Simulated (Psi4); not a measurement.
# [SiPH6]+ (SMILES [SiH3][PH3+]): a chain of runs

Aim: a geometry optimisation (TPSS/6-31G**), then the harmonic vibrations, then the energy (SCS-MP2/aug-cc-pVDZ) of [SiPH6]+. 

Program for the calculation: Psi4 1.11.

### 1 The system as given

[SiPH6]+: 8 atoms, total charge +1, spin state singlet. SMILES: `[SiH3][PH3+]`. Geometry: relaxed at GFN2-xTB. The run starts from this shape.

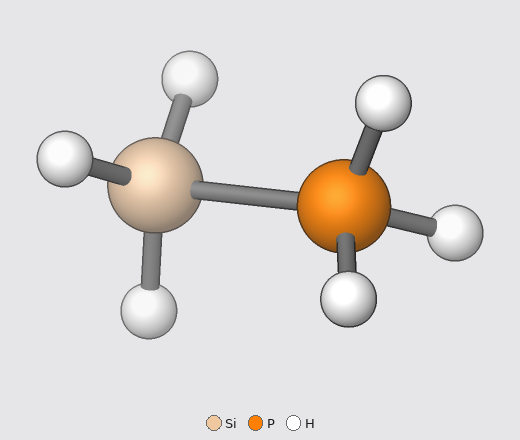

The structure, seen from a chosen angle (silicon light orange, phosphorus orange, hydrogen white).

### 2 A geometry optimisation at TPSS/6-31G(d,p) (density fitting, Cartesian functions) (run 1)

Contents of h6psi.inp:

```
memory 1600 MB

molecule {
  1 1
  Si
  P 1 2.357267
  H 1 1.460429 2 100.28312
  H 1 1.460324 3 116.92636 2 -107.3724
  H 1 1.460488 4 116.87818 3 145.55939
  H 2 1.377641 1 118.07173 4 -60.5884
  H 2 1.377853 6 99.66714 1 128.85392
  H 2 1.377866 6 99.66474 7 101.6377
  symmetry c1
}

set globals {
  basis        6-31G**
  reference    rks
  geom_maxiter 60
}

E, wfn = optimize('tpss', return_wfn=True)
```

The run is started by

```console
$ psi4 h6psi.inp h6psi.out -n 1
```

h6psi.out:

```text
[...]
  Running in c1 symmetry.
[...]
  Nuclear repulsion =   97.140792675533191
[...]
  Multiplicity = 1
[...]
  Nalpha       = 17
  Nbeta        = 17
[...]
    Number of basis functions: 68
[...]
   @DF-RKS iter   1:  -634.17072099835514   -3.47812e-02   2.61255e-03 DIIS/ADIIS
[...]
   @DF-RKS iter   5:  -634.19595898474904   -4.88853e-12   4.29111e-09 DIIS
[...]
  @DF-RKS Final Energy:  -634.19595898474904
   => Energetics <=
    Nuclear Repulsion Energy =             97.2782433624099951
    One-Electron Energy =               -1061.9882210971795757
    Two-Electron Energy =                 376.6824688005671646
    DFT Exchange-Correlation Energy =     -46.1684500505466673
    Empirical Dispersion Energy =           0.0000000000000000
    VV10 Nonlocal Energy =                  0.0000000000000000
    Total Energy =                       -634.1959589847490406
[...]
 Multipole Moments:
 ------------------------------------------------------------------------------------
     Multipole            Electronic (a.u.)      Nuclear  (a.u.)        Total (a.u.)
 ------------------------------------------------------------------------------------
 L = 1.  Multiply by 2.5417464519 to convert [e a0] to [Debye]
 Dipole X            :          0.0020390           -0.0018337            0.0002053
 Dipole Y            :         -0.0000929            0.0000865           -0.0000063
 Dipole Z            :          1.3554775           -0.6947380            0.6607396
 Magnitude           :                                                    0.6607396
[...]
  -Total Gradient:
     Atom            X                  Y                   Z
    ------   -----------------  -----------------  -----------------
       1        0.000012322712    -0.000002105911    -0.000029457585
       2        0.000006502269     0.000000515884     0.000035412310
       3       -0.000005549296     0.000000309367     0.000002868860
       4       -0.000002193250     0.000000034886    -0.000007474780
       5       -0.000001877301    -0.000003082807     0.000007459527
       6       -0.000000364813    -0.000002176048    -0.000005670567
       7       -0.000004462849     0.000005625767    -0.000017814368
       8       -0.000001108642    -0.000004182002     0.000002442400
[...]
```

The script printed:

```text
Optimizer: Optimization complete!
```

Wall time 30 s (1 thread of AMD EPYC 9R45 (Zen 5), shared host); peak memory 0.95 GiB.

Step by step:

```csv
step,energy from the first frame kept (eV),largest force (eV/Å)
0,0.0000,0.7877
1,-0.0848,0.3480
2,-0.0945,0.0910
3,-0.0950,0.0060
4,-0.0950,0.0019
```

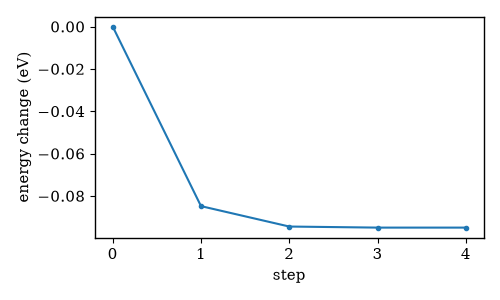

Energy along the run.

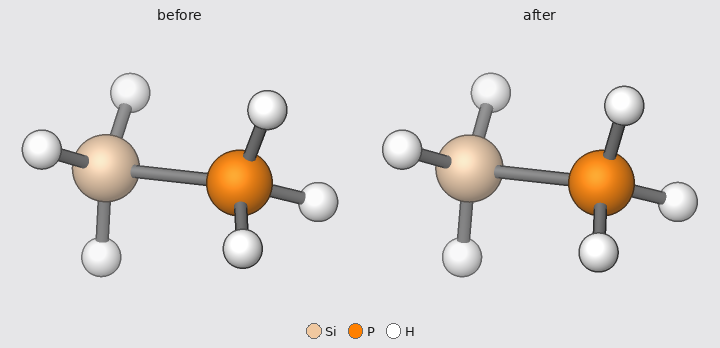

Before and after, at one scale.

After the run. Bond lengths: Si1–P2 2.332 Å, Si1–H3 1.473 Å, Si1–H4 1.473 Å, Si1–H5 1.473 Å, P2–H6 1.403 Å, P2–H7 1.403 Å, P2–H8 1.403 Å. Some angles: Si1–P2–H6 113.8°, Si1–P2–H7 113.8°, Si1–P2–H8 113.8°, P2–Si1–H3 102.3°, P2–Si1–H4 102.3°, P2–Si1–H5 102.2°, H6–P2–H7 104.8°, H6–P2–H8 104.8°, H7–P2–H8 104.8°, H3–Si1–H4 115.6°.

### 3 The harmonic vibrations at TPSS/6-31G(d,p) (density fitting, Cartesian functions) (run 2)

Contents of h6psi.xyz:

```xyz
8
H6PSi
Si    -0.463930     0.558138    -1.083869
P      0.363107    -0.440821     0.854345
H     -0.104984    -0.425028    -2.119721
H     -1.901586     0.674905    -0.787350
H      0.282990     1.826591    -1.124021
H      0.147273     0.314072     2.016885
H      1.747019    -0.668793     0.826599
H     -0.201415    -1.694866     1.131160
```

Contents of calc.py:

```python
import psi4

psi4.set_memory('1600 MB')
psi4.set_num_threads(1)
psi4.set_output_file('h6psi.out', False)

with open('h6psi.xyz') as f:
    atoms = ''.join(f.readlines()[2:])
molecule = psi4.geometry('1 1\n' + atoms + '')

psi4.set_options({
    'basis': '6-31G**',
    't': 600.0,
    'rotational_symmetry_number': 3,
})

e, wfn = psi4.frequency('tpss', return_wfn=True)
print(f'total energy {e:.8f} hartree = {e * 27.211386:.5f} eV')
print('wavenumbers / cm^-1:', wfn.frequencies().np.round(1))
for k in ('ZPVE', 'ENTHALPY', 'GIBBS FREE ENERGY'):
    print(f'{k}: {psi4.variable(k):.8f} Eh')
for k, v in sorted(psi4.core.scalar_variables().items()):
    print(f'{k:45s} {v:18.10f}')
```

The run is started by

```console
$ python calc.py
```

h6psi.out:

```text
[...]
  Running in c1 symmetry.
[...]
  Nuclear repulsion =   97.278255740747113
[...]
  Multiplicity = 1
[...]
  Nalpha       = 17
  Nbeta        = 17
[...]
    Number of basis functions: 68
[...]
   @DF-RKS iter   1:  -634.17312757226478   -5.67220e-02   2.60498e-03 DIIS/ADIIS
[...]
   @DF-RKS iter   9:  -634.19595923730390   -5.57066e-12   7.27517e-09 DIIS
[...]
  @DF-RKS Final Energy:  -634.19595923730390
   => Energetics <=
    Nuclear Repulsion Energy =             97.2801057831026696
    One-Electron Energy =               -1061.9918016738033657
    Two-Electron Energy =                 376.6843061681981908
    DFT Exchange-Correlation Energy =     -46.1685695148014759
    Empirical Dispersion Energy =           0.0000000000000000
    VV10 Nonlocal Energy =                  0.0000000000000000
    Total Energy =                       -634.1959592373038959
[...]
  -Total Gradient:
     Atom            X                  Y                   Z
    ------   -----------------  -----------------  -----------------
       1       -0.000080258327    -0.000021100885    -0.000011614508
       2       -0.000088415770    -0.000172386305     0.000064187300
       3        0.000017627692    -0.000001003206     0.000003930455
       4       -0.000000880384     0.000015805459    -0.000019150531
       5        0.000010553902    -0.000004882014     0.000015171577
       6        0.000079931779     0.000049559742    -0.000017409652
       7       -0.000018512266     0.000012737569     0.000067038312
       8        0.000077465639     0.000125962548    -0.000109132767
[...]
  ==> Harmonic Vibrational Analysis <==
[...]
  Freq [cm^-1]                 132.8200            387.7089            396.2065
[...]
  IR activ [km/mol]             0.0146              5.8063              5.5943
[...]
  Freq [cm^-1]                 408.1230            662.0011            664.2797
[...]
  IR activ [km/mol]             2.9902              8.7181              9.4062
[...]
  Freq [cm^-1]                 842.1628            923.5026            931.4555
[...]
  IR activ [km/mol]            267.3972            37.3407             36.6637
[...]
  Freq [cm^-1]                1002.9876           1110.0670           1112.3321
[...]
  IR activ [km/mol]            13.5569              3.9839              3.8545
[...]
  Freq [cm^-1]                2306.9895           2348.7487           2350.9887
[...]
  IR activ [km/mol]             4.3458             26.5062             26.7507
[...]
  Freq [cm^-1]                2523.7674           2555.7874           2556.1134
[...]
  IR activ [km/mol]             1.6239              2.7123              2.6802
[...]
```

Standard output:

```text
Warning: used thermodynamics relations inappropriate for low-frequency modes: ['132.8200' '387.7089' '396.2065' '408.1230']
total energy -634.19595898 hartree = -17257.35104 eV
wavenumbers / cm^-1: [ 132.8  387.7  396.2  408.1  662.   664.3  842.2  923.5  931.5 1003.
 1110.1 1112.3 2307.  2348.7 2351.  2523.8 2555.8 2556.1]
ZPVE: 0.05289003 Eh
ENTHALPY: -634.12587777 Eh
GIBBS FREE ENERGY: -634.20491187 Eh
CURRENT ENERGY                                   -634.1959589773
CURRENT REFERENCE ENERGY                         -634.1959589773
DD SOLVATION ENERGY                                 0.0000000000
DFT FUNCTIONAL TOTAL ENERGY                      -634.1959589773
DFT TOTAL ENERGY                                 -634.1959589773
DFT VV10 ENERGY                                     0.0000000000
DFT XC ENERGY                                     -46.1684503420
ENTHALPY                                         -634.1258777668
ENTHALPY CORRECTION                                 0.0700812105
FINDIF NUMBER                                      43.0000000000
GIBBS FREE ENERGY                                -634.2049118711
GIBBS FREE ENERGY CORRECTION                       -0.0089528938
GRID ELECTRONS ALPHA                               16.9999997316
GRID ELECTRONS BETA                                16.9999997316
GRID ELECTRONS TOTAL                               33.9999994632
NUCLEAR REPULSION ENERGY                           97.2782557407
ONE-ELECTRON ENERGY                             -1061.9882477690
PCM POLARIZATION ENERGY                             0.0000000000
PE ENERGY                                           0.0000000000
SCF ITERATION ENERGY                             -634.1959589773
SCF ITERATIONS                                      9.0000000000
SCF TOTAL ENERGY                                 -634.1959589773
THERMAL ENERGY                                   -634.1277778531
THERMAL ENERGY CORRECTION                           0.0681811242
TWO-ELECTRON ENERGY                               376.6824833929
ZERO K ENTHALPY                                  -634.1430689429
ZPVE                                                0.0528900344
```

It took 4.5 min on 1 thread of AMD EPYC 9R45 (Zen 5), shared host; peak memory 0.93 GiB.

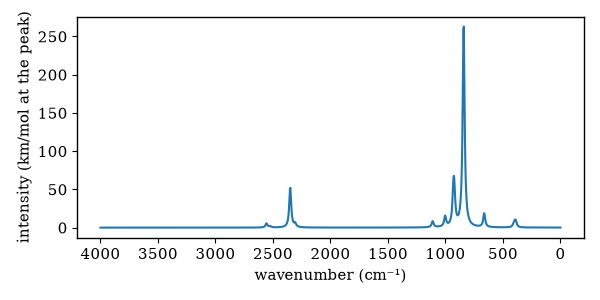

Harmonic infrared spectrum, unscaled, lines broadened by 10 cm⁻¹.

### 4 The energy at SCS-MP2/aug-cc-pVDZ (density fitting) (run 3)

Contents of calc.inp:

```
memory 1600 mb

molecule m {
  1 1
  Si    -0.463930     0.558138    -1.083869
  P      0.363107    -0.440821     0.854345
  H     -0.104984    -0.425028    -2.119721
  H     -1.901586     0.674905    -0.787350
  H      0.282990     1.826591    -1.124021
  H      0.147273     0.314072     2.016885
  H      1.747019    -0.668793     0.826599
  H     -0.201415    -1.694866     1.131160
  units angstrom
  symmetry c1
}

set globals {
  basis aug-cc-pVDZ
  freeze_core true
}

result, w = energy("scs-mp2", return_wfn=True)
print_variables()
```

The run is started by

```console
$ psi4 -n 1 calc.inp calc.out
```

calc.out:

```text
[...]
  Running in c1 symmetry.
[...]
  Nuclear repulsion =   97.278255740747113
[...]
  Multiplicity = 1
[...]
  Nalpha       = 17
  Nbeta        = 17
[...]
    Number of basis functions: 108
[...]
   @RHF iter   1:  -632.84320737737892   -1.24884e-01   1.95961e-03 ADIIS/DIIS
[...]
   @RHF iter   9:  -632.91057397283691   -1.79625e-11   4.74351e-09 DIIS
[...]
    Orbital Energies [Eh]
    ---------------------
    Doubly Occupied:
       1A    -80.222972     2A    -69.007795     3A     -7.765219
       4A     -6.354961     5A     -5.660456     6A     -5.660456
       7A     -5.659706     8A     -4.461690     9A     -4.459989
      10A     -4.459989    11A     -1.124432    12A     -0.923296
      13A     -0.788057    14A     -0.788056    15A     -0.689484
      16A     -0.689466    17A     -0.676123
[...]
  @RHF Final Energy:  -632.91057397283691
   => Energetics <=
    Nuclear Repulsion Energy =             97.2782557407471131
    One-Electron Energy =               -1061.5933613472416255
    Two-Electron Energy =                 331.4045316336576548
    Total Energy =                       -632.9105739728368007
[...]
 Multipole Moments:
 ------------------------------------------------------------------------------------
     Multipole            Electronic (a.u.)      Nuclear  (a.u.)        Total (a.u.)
 ------------------------------------------------------------------------------------
 L = 1.  Multiply by 2.5417464519 to convert [e a0] to [Debye]
 Dipole X            :          0.4792828           -0.2447432            0.2345396
 Dipole Y            :         -0.5820445            0.2983763           -0.2836682
 Dipole Z            :          1.1279024           -0.5776994            0.5502029
 Magnitude           :                                                    0.6619666
[...]
	SCS-MP2 Total Energy (a.u.)        :  -633.16117202573889
	SOS-MP2 Total Energy (a.u.)        :  -633.14944035754127
	SCSN-MP2 Total Energy (a.u.)       :  -632.97251718092036
[...]
	SOS-PI-MP2 Total Energy (a.u.)     :  -633.18925142165870
[...]
	MP2 Total Energy (a.u.)            :  -633.14482429801683
[...]
```

Run time: 8.1 s. Hardware: 1 thread of AMD EPYC 9R45 (Zen 5), shared host; peak memory 0.72 GiB.

### 5 What came out

| quantity | value |
| --- | --- |
| run 1, TPSS/6-31G**: total energy at the end | -634.19596 Eh |
| run 1, TPSS/6-31G**: HOMO energy | -14.40 eV |
| run 1, TPSS/6-31G**: LUMO energy | -6.16 eV |
| run 1, TPSS/6-31G**: HOMO–LUMO gap | 8.24 eV |
| run 2, TPSS/6-31G**: lowest harmonic wavenumber | 133 cm⁻¹ |
| run 2, TPSS/6-31G**: highest harmonic wavenumber | 2556 cm⁻¹ |
| run 2, TPSS/6-31G**: zero-point energy | 138.9 kJ/mol |
| run 2, TPSS/6-31G**: ideal-gas entropy at 600 K (symmetry number 3 as used) | 82.7 cal/(mol K) |
| run 3, SCS-MP2/aug-cc-pVDZ: total energy | -633.16117 Eh |
| run 3, SCS-MP2/aug-cc-pVDZ: HOMO energy (Hartree–Fock orbitals) | -18.40 eV |
| run 3, SCS-MP2/aug-cc-pVDZ: LUMO energy (Hartree–Fock orbitals) | -2.93 eV |
| run 3, SCS-MP2/aug-cc-pVDZ: HOMO–LUMO gap (Hartree–Fock orbitals) | 15.47 eV |
| run 3, SCS-MP2/aug-cc-pVDZ: correlation energy (10 core orbitals frozen) | -250.6 mEh |

In words: The optimisation (run 1, TPSS/6-31G**) took 5 steps and changed the energy by -0.095 eV. All 18 modes (run 2, TPSS/6-31G**) are real, so the shape is a minimum at this level.
